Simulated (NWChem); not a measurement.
# HSe (SMILES [SeH]): levels of theory compared

Wanted: a comparison of 4 runs (UHF/STO-3G, UHF/3-21G, UHF/pcseg-2, UPBE0/def2-TZVP) of HSe. 

Program for the calculation: NWChem 7.3.0.

## (1) Starting point

The species is HSe (2 atoms), meant as a doublet with charge 0. SMILES: `[SeH]`. Geometry: relaxed at PBE0-D4/def2-TZVP.

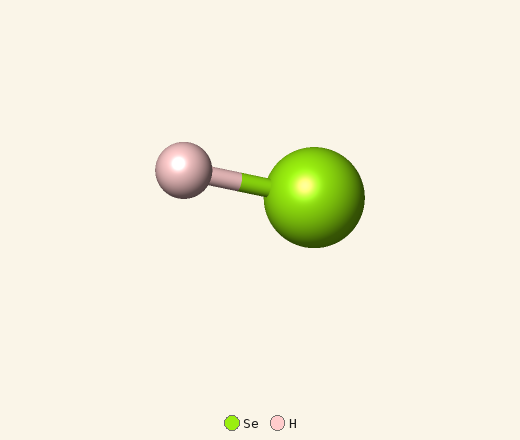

The structure, seen from a chosen angle (selenium green, hydrogen pink).

## (2) Energy and forces at UHF/STO-3G (run 1)

Input file run.nw:

```
start run
title "HSe"
memory 2200 mb

geometry noautosym nocenter noautoz
Se   -0.624700    0.225700   -0.315900
H     0.624700   -0.225700    0.315900
end

basis "ao basis" spherical bse
* library STO-3G
end

scf
nopen 1
uhf
thresh 1e-08
maxiter 80
print low
end

task scf gradient
```

Command:

```console
nwchem run.nw > run.out
```

Standard output:

```text
[...]
  functions       =    19
[...]
  wavefunction    = UHF
[...]
         Total SCF energy =  -2374.099271784261
      One electron energy =  -3350.505343561510
      Two electron energy =    964.175180093498
 Nuclear repulsion energy =     12.230891683750
                       Sz =      0.5000
                 Sz(Sz+1) =      0.7500
                      S^2 =      0.7532
[...]
                         UHF ENERGY GRADIENTS
    atom               coordinates                        gradient
                 x          y          z           x          y          z
   1 Se     -1.180512   0.426511  -0.596964   -0.011591   0.004188  -0.005861
   2 H       1.180512  -0.426511   0.596964    0.011591  -0.004188   0.005861
 Task  times  cpu:        0.3s     wall:        0.3s
 Total times  cpu:        0.3s     wall:        0.3s
```

It took 0.78 s on 1 thread of AMD EPYC 9R45 (Zen 5), shared host; peak memory 0.099 GiB.

## (3) Energy and gradient at UHF/3-21G (run 2)

Input file hse.nw:

```
start hse
memory total 2200 mb
geometry noautosym nocenter noautoz
Se   -0.624700    0.225700   -0.315900
H     0.624700   -0.225700    0.315900
end
basis spherical bse
Se library 3-21G
H library 3-21G
end
scf
nopen 1
uhf
thresh 1e-08
maxiter 80
end
task scf gradient
```

Command:

```console
nwchem hse.nw > hse.out
```

Standard output:

```text
[...]
  functions       =    24
[...]
  wavefunction    = UHF
[...]
         Total SCF energy =  -2389.034176100707
      One electron energy =  -3356.176769403717
      Two electron energy =    954.911701619261
 Nuclear repulsion energy =     12.230891683750
                       Sz =      0.5000
                 Sz(Sz+1) =      0.7500
                      S^2 =      0.7531
[...]
                         UHF ENERGY GRADIENTS
    atom               coordinates                        gradient
                 x          y          z           x          y          z
   1 Se     -1.180512   0.426511  -0.596964    0.002380  -0.000860   0.001204
   2 H       1.180512  -0.426511   0.596964   -0.002380   0.000860  -0.001204
[...]
```

It took 0.92 s on 1 thread of AMD EPYC 9R45 (Zen 5), shared host; peak memory 0.098 GiB.

Run 3 isn't shown in full; the table further down has it.

## (4) Energy and forces at UPBE0/def2-TZVP (run 4)

Input file mymol.nw:

```
start mymol
title "HSe"
memory 2200 mb

geometry units atomic noautosym nocenter noautoz
   Se -1.18051191  0.42651119 -0.59696448
   H   1.18051191 -0.42651119  0.59696448
end

basis spherical bse
   * library def2-TZVP
end

dft
   xc pbe0
   mult 2
   grid xfine
   convergence energy 1e-08
   iterations 100
   mulliken
end

task dft gradient
```

Command:

```console
nwchem mymol.nw > mymol.out
```

Standard output:

```text
[...]
          Wavefunction type:  spin polarized.
          No. of atoms     :     2
          No. of electrons :    35
[...]
          Charge           :     0
          Spin multiplicity:     2
[...]
          AO basis - number of functions:    54
[...]
              XC Information
              --------------
                         PBE0 Method XC Functional
                     Hartree-Fock (Exact) Exchange  0.250
          PerdewBurkeErnzerhof Exchange Functional  0.750
            Perdew 1991 LDA Correlation Functional  1.000 local
           PerdewBurkeErnz. Correlation Functional  1.000 non-local
[...]
 d= 0,ls=0.0,diis     1  -2401.8116610697 -2.41D+03  3.19D-03  8.71D-02     1.0
[...]
 d= 0,ls=0.0,diis     8  -2401.8288519178 -9.90D-09  7.19D-07  2.00D-09     5.3
[...]
         Total DFT energy =    -2401.828851917757
      One electron energy =    -3368.069059274420
           Coulomb energy =     1041.222551889193
    Exchange-Corr. energy =      -87.213235336703
 Nuclear repulsion energy =       12.230890804172
[...]
      Total Density - Mulliken Population Analysis
     ---------------------------------------------
    Atom       Charge   Shell Charges
 -----------   ------   -------------------------------------------------------
    1 Se  34    34.15   2.00  2.00  1.16  0.78  1.07  0.93  6.00  5.92  1.01  2.14  1.09  8.93  1.03  0.05  0.03  0.01
    2 H    1     0.85   0.23  0.50  0.11  0.02
[...]
      <S2> =      0.7539 (Exact =     0.7500)
[...]
  wavefunction    = open shell
                         DFT ENERGY GRADIENTS
    atom               coordinates                        gradient
                 x          y          z           x          y          z
   1 Se     -1.180512   0.426511  -0.596964    0.000009  -0.000003   0.000005
   2 H       1.180512  -0.426511   0.596964   -0.000009   0.000003  -0.000005
[...]
```

Wall time 6.6 s (1 thread of AMD EPYC 9R45 (Zen 5), shared host); peak memory 0.12 GiB.

## (5) Overview of the runs

```
run            level  iteration cap  module   energy (Eh)   ⟨S²⟩  largest force (eV/Å)  wall time
  1       UHF/STO-3G             80     scf  -2374.099272  0.753                 0.702     0.78 s
  2        UHF/3-21G             80     scf  -2389.034176  0.753                 0.144     0.92 s
  3      UHF/pcseg-2             80     scf  -2400.427291  0.761                 0.298       18 s
  4  UPBE0/def2-TZVP            100     dft  -2401.828852  0.754                 0.001      6.6 s
```

## (6) Summary of results

| quantity | value |
| --- | --- |
| run 4: total energy | -2401.82885 Eh |
| run 4: dipole moment | 0.60 D |
| run 4: HOMO energy (highest over α and β) | -6.98 eV |
| run 4: LUMO energy (lowest over α and β) | -4.40 eV |
| run 4: ⟨S²⟩ | 0.754 |
| run 4: largest force on an atom | 0.001 eV/Å |

Over runs 2, 3, 4 the dipole moment (its size) runs from 0.60 D (UPBE0/def2-TZVP) to 0.84 D (UHF/3-21G). The two ends differ in method and basis. In run 1 the basis is minimal, so the values are rough. All runs together took 26 s, the longest 18 s.
